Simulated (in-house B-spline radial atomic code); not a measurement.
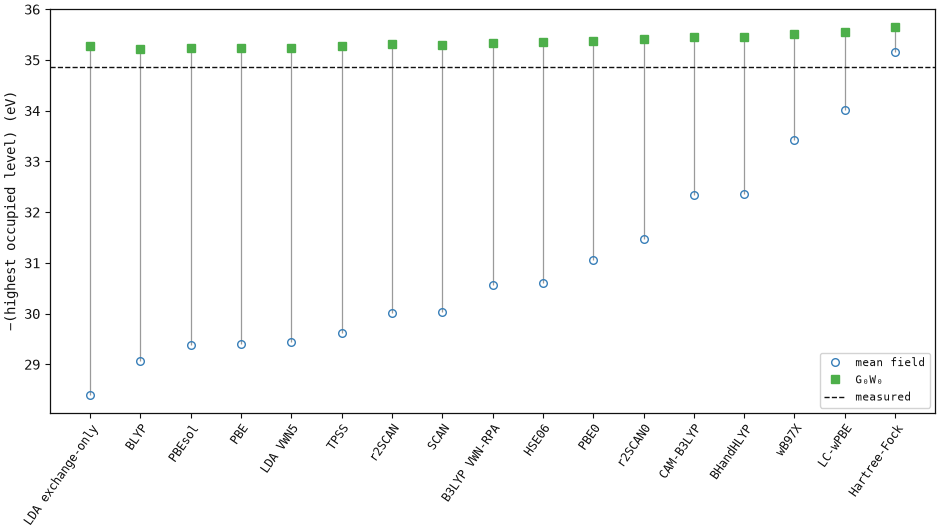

Binding energy of the highest level (4p↑) of Br²⁺ ([Ar] 3d¹⁰ 4s² 4p³) on 17 mean-field starts and after G₀W₀. All-electron spherical atom, non-relativistic, no spin-orbit coupling, Breit or QED terms; computed with a B-spline radial code.

> How much does the result depend on the start?

The mean-field values spread from 28.40 eV (LDA exchange-only) to 35.15 eV (Hartree-Fock); after G₀W₀ they lie between 35.21 eV (BLYP) and 35.65 eV (Hartree-Fock), so the spread shrinks from 6.75 to 0.44 eV. The measured removal energy is 34.87 eV; the nearest G₀W₀ value is that on BLYP (35.21 eV).

```csv
Start,Mean field (eV),G₀W₀ (eV),RPA correlation (hartree)
LDA exchange-only,28.40,35.27,−2.424
BLYP,29.06,35.21,−2.422
PBEsol,29.39,35.24,−2.421
PBE,29.40,35.24,−2.420
LDA VWN5,29.44,35.23,−2.424
TPSS,29.61,35.28,−2.408
r2SCAN,30.00,35.31,−2.382
SCAN,30.04,35.29,−2.380
B3LYP VWN-RPA,30.56,35.34,−2.373
HSE06,30.60,35.35,−2.365
PBE0,31.05,35.37,−2.359
r2SCAN0,31.46,35.40,−2.334
CAM-B3LYP,32.33,35.46,−2.346
BHandHLYP,32.35,35.46,−2.305
wB97X,33.42,35.51,−2.332
LC-wPBE,34.02,35.54,−2.345
Hartree-Fock,35.15,35.65,−2.205
```

Caveat: relativity, absent here, matters against the tabulated value.
